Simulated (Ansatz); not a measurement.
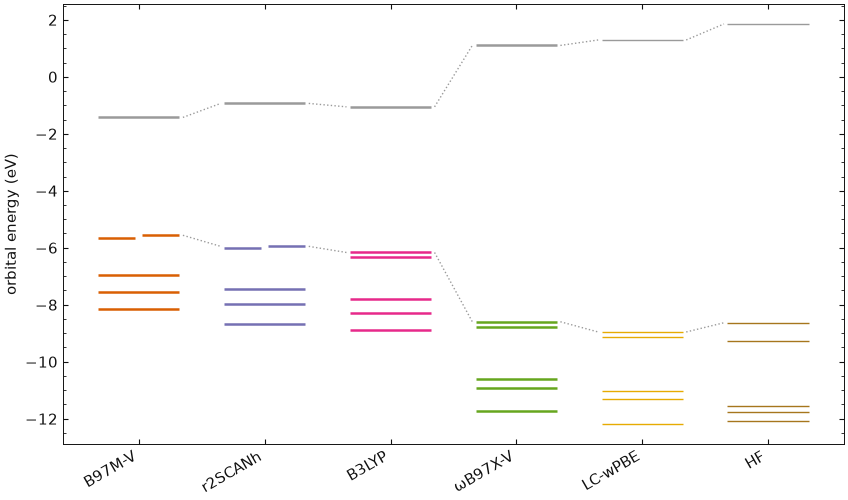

Frontier orbital energies of C₂H₄AlNS (enethiol tautomer), SMILES [NH2][Al]1[CH]=[C]1S, singlet at one geometry, def2-TZVPP, the Ansatz code 0.2.0, at a PBE0-D4/def2-TZVP geometry (a minimum by its frequencies). Empty levels are grey, levels within 0.1 eV stand side by side; all columns show the same few orbitals around the gap. Dotted lines join the HOMOs and the LUMOs.

Q: Compare the HOMO-LUMO separations.

A: The separation grows from 4.14 eV (B97M-V) to 10.49 eV (HF).

| level | HOMO (eV) | LUMO (eV) | separation (eV) |
| --- | --- | --- | --- |
| B97M-V | −5.56 | −1.43 | 4.14 |
| r2SCANh | −5.95 | −0.93 | 5.02 |
| B3LYP | −6.17 | −1.06 | 5.11 |
| ωB97X-V | −8.60 | 1.10 | 9.70 |
| LC-wPBE | −8.96 | 1.29 | 10.25 |
| HF | −8.63 | 1.85 | 10.49 |

Caveats, for all or some of the runs: empty levels above zero depend strongly on the basis.
